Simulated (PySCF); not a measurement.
# BH2Br (SMILES BBr) at B2PLYP/STO-3G

What is the vertical ionisation energy of BH2Br at B2PLYP/STO-3G? 

The calculation is run with PySCF 2.14.0.

5 further runs of the same task are left out: 5 set aside as unsound or not needed.

## Step 1: Starting point

The species is BH2Br (4 atoms), meant as a singlet with charge 0. As SMILES, `BBr`. Geometry: relaxed at PBE0-D4/def2-TZVP.

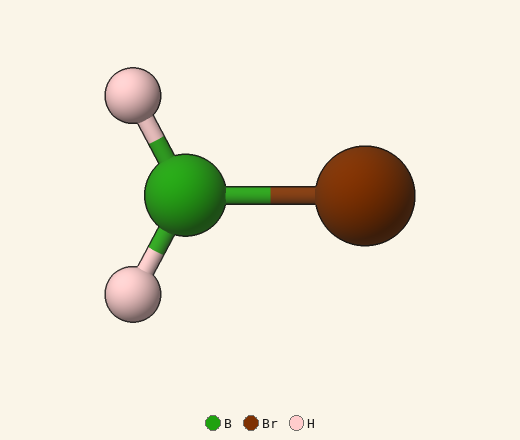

The structure, seen from a chosen angle (boron green, bromine brown, hydrogen pink).

## Step 2: A single-point energy at B2PLYP/STO-3G

The input, mol.xyz:

```xyz
4

B     -0.153900     0.025000    -0.096900
Br     1.470100    -0.363400     0.790800
H     -1.111200    -0.617300     0.191700
H     -0.149500     0.895400    -0.905900
```

The input, input.py:

```python
from pyscf import gto, dft, mp

molecule = gto.M(
    atom='mol.xyz',
    max_memory=1860,
    verbose=4,
    charge=0,
    basis='sto-3g',
)

mf = dft.RKS(molecule, xc='0.53*HF + 0.47*B88, 0.73*LYP')
mf.grids.level = 5
mf.conv_tol = 1e-10
mf.kernel()
if not mf.converged:
    mf = mf.newton().run(mf.mo_coeff, mf.mo_occ)

pt = mp.MP2(mf, frozen=10).run()
etot = mf.e_tot + 0.27 * pt.e_corr
print('PT2 part  %.8f' % (0.27 * pt.e_corr))
print(f'total energy: {etot:.8f} hartree')
```

Command:

```
$ OMP_NUM_THREADS=1 python input.py
```

Output:

```text
PySCF version 2.14.0

[INPUT] num. atoms = 4
[INPUT] num. electrons = 42
[INPUT] charge = 0
[INPUT] spin (= nelec alpha-beta = 2S) = 0
[INPUT] symmetry False subgroup None
[INPUT] Mole.unit = angstrom
[INPUT] Symbol           X                Y                Z      unit          X                Y                Z       unit  Magmom
[INPUT]  1 B     -0.153900000000   0.025000000000  -0.096900000000 AA   -0.290828850571   0.047243153114  -0.183114461470 Bohr   0.0
[INPUT]  2 Br     1.470100000000  -0.363400000000   0.790800000000 AA    2.778086375723  -0.686726473667   1.494395419306 Bohr   0.0
[INPUT]  3 H     -1.111200000000  -0.617300000000   0.191700000000 AA   -2.099863669617  -1.166527936694   0.362260498079 Bohr   0.0
[INPUT]  4 H     -0.149500000000   0.895400000000  -0.905900000000 AA   -0.282514055622   1.692060771936  -1.711902896243 Bohr   0.0

nuclear repulsion = 67.5893265618627
number of shells = 13
number of NR pGTOs = 75
number of NR cGTOs = 25
basis = sto-3g
ecp = {}

******** <class 'pyscf.dft.rks.RKS'> ********
method = RKS
initial guess = minao
damping factor = 0
level_shift factor = 0
DIIS = <class 'pyscf.scf.diis.CDIIS'>
diis_start_cycle = 1
diis_space = 8
diis_damp = 0
SCF conv_tol = 1e-10
SCF conv_tol_grad = None
SCF max_cycles = 50
direct_scf = True
direct_scf_tol = 1e-13
XC library pyscf.dft.libxc version 7.0.0
    S. Lehtola, C. Steigemann, M. J.T. Oliveira, and M. A.L. Marques.,  SoftwareX 7, 1–5 (2018)
XC functionals = 0.53*HF + 0.47*B88, 0.73*LYP
    A. D. Becke.,  Phys. Rev. A 38, 3098 (1988)
    C. Lee, W. Yang, and R. G. Parr.,  Phys. Rev. B 37, 785 (1988)
    B. Miehlich, A. Savin, H. Stoll, and H. Preuss.,  Chem. Phys. Lett. 157, 200 (1989)
radial grids:
    Treutler-Ahlrichs [JCP 102, 346 (1995); DOI:10.1063/1.469408] (M4) radial grids

becke partition: Becke, JCP 88, 2547 (1988); DOI:10.1063/1.454033
pruning grids: <function nwchem_prune>
grids dens level: 5
symmetrized grids: False
atomic radii adjust function: <function treutler_atomic_radii_adjust>
small_rho_cutoff = 0
Set gradient conv threshold to 1e-05
Initial guess from minao.
tot grids = 134976
init E= -2567.71183505879
  HOMO = -0.429545196051765  LUMO = -0.0755238803994339  gap/eV = 9.63341
cycle= 1 E= -2571.28839861617  delta_E= -3.58  |g|= 0.348  |ddm|= 2.08
  HOMO = -0.187129285910351  LUMO = 0.0287909229001388  gap/eV = 5.87549
cycle= 2 E= -2571.32864822524  delta_E= -0.0402  |g|= 0.27  |ddm|= 1.26
  HOMO = -0.243991471150392  LUMO = 0.105830638308982  gap/eV = 9.51914
cycle= 3 E= -2571.36036813184  delta_E= -0.0317  |g|= 0.0197  |ddm|= 0.501
  HOMO = -0.249876558044133  LUMO = 0.105131716149855  gap/eV = 9.66027
cycle= 4 E= -2571.36059143859  delta_E= -0.000223  |g|= 0.00304  |ddm|= 0.0435
  HOMO = -0.248423388823181  LUMO = 0.105340388997971  gap/eV = 9.62640
cycle= 5 E= -2571.36060060203  delta_E= -9.16e-06  |g|= 0.000704  |ddm|= 0.0105
  HOMO = -0.248253739919742  LUMO = 0.105248716464113  gap/eV = 9.61929
cycle= 6 E= -2571.36060115457  delta_E= -5.53e-07  |g|= 3.73e-05  |ddm|= 0.00333
  HOMO = -0.248250300659866  LUMO = 0.105272024354113  gap/eV = 9.61983
cycle= 7 E= -2571.36060115535  delta_E= -7.82e-10  |g|= 2.55e-06  |ddm|= 8.72e-05
  HOMO = -0.248251208705255  LUMO = 0.105270189989315  gap/eV = 9.61981
cycle= 8 E= -2571.36060115536  delta_E= -6.37e-12  |g|= 1.29e-07  |ddm|= 8.11e-06
  HOMO = -0.248251230913995  LUMO = 0.105270250981786  gap/eV = 9.61981
Extra cycle  E= -2571.36060115536  delta_E= -4.55e-13  |g|= 4.28e-08  |ddm|= 3.23e-07
converged SCF energy = -2571.36060115536

******** <class 'pyscf.mp.mp2.RMP2'> ********
nocc = 11, nmo = 15
frozen orbitals 10
E(RMP2) = -2571.42404790346  E_corr = -0.0634467481027033
E(SCS-RMP2) = -2571.42958439739  E_corr = -0.0689832420343776
E_corr(same-spin) = -0.00825329502561504
E_corr(oppo-spin) = -0.0551934530770883
PT2 part  -0.01713062
total energy: -2571.37773178 hartree
```

Wall time 2.7 s (1 thread of Intel Xeon 6975P-C (Granite Rapids), shared host); peak memory 0.22 GiB.

## Step 3: The doublet cation, same level

The input, geometry.xyz:

```xyz
4
BBrH2
B     -0.153900     0.025000    -0.096900
Br     1.470100    -0.363400     0.790800
H     -1.111200    -0.617300     0.191700
H     -0.149500     0.895400    -0.905900
```

The input, input.py:

```python
from pyscf import gto, dft, mp

mol = gto.M(
    atom='geometry.xyz',
    spin=1,
    basis='sto-3g',
    charge=1,
    verbose=3,
    max_memory=1860,
)

mf = dft.UKS(mol, xc='0.53*HF + 0.47*B88, 0.73*LYP')
mf.conv_tol = 1e-10
mf.grids.level = 5
mf.kernel()
if not mf.converged:
    mf = mf.newton().run(mf.mo_coeff, mf.mo_occ)

pt = mp.MP2(mf, frozen=10).run()
e_final = mf.e_tot + 0.27 * pt.e_corr
print('PT2 part  %.8f' % (0.27 * pt.e_corr))
print('E = %.10f Eh' % e_final)
```

Command:

```
$ OMP_NUM_THREADS=1 python input.py
```

Output:

```text
WARN: HOMO -0.429545196051764 >= LUMO -0.429545196051767

converged SCF energy = -2571.03674873082  <S^2> = 0.75199099  2S+1 = 2.00199
E(UMP2) = -2571.09604234887  E_corr = -0.059293618045209
E(SCS-UMP2) = -2571.10029294751  E_corr = -0.0635442166891479
PT2 part  -0.01600928
E = -2571.0527580077 Eh
```

Run time: 4.5 s. Hardware: 1 thread of Intel Xeon 6975P-C (Granite Rapids), shared host; peak memory 0.22 GiB.

## Step 4: Outcome

At B2PLYP/STO-3G, 10 core orbitals frozen:

| quantity | value |
| --- | --- |
| singlet BH2Br: total energy | -2571.37773 Eh |
| singlet BH2Br: dipole moment (SCF part) | 0.55 D |
| singlet BH2Br: HOMO energy (SCF part's orbitals) | -6.76 eV |
| singlet BH2Br: LUMO energy (SCF part's orbitals) | 2.86 eV |
| singlet BH2Br: HOMO–LUMO gap (SCF part's orbitals) | 9.62 eV |
| doublet cation: total energy | -2571.05276 Eh |
| doublet cation: HOMO energy (SCF part's orbitals) (highest over α and β) | -17.31 eV |
| doublet cation: LUMO energy (SCF part's orbitals) (lowest over α and β) | -10.86 eV |
| doublet cation: ⟨S²⟩ | 0.752 |
| vertical ionisation energy (to the doublet cation) | 8.843 eV |

What this shows: Removing an electron at fixed nuclei costs 8.84 eV (204 kcal/mol). −ε(HOMO) before ionisation, 6.76 eV, is 2.09 eV below this ionisation energy. In a minimal basis such a difference can be off by several eV, whatever the method. Mulliken charges (singlet BH2Br) run from -0.04 on H3 to +0.11 on B1; they depend strongly on the basis.
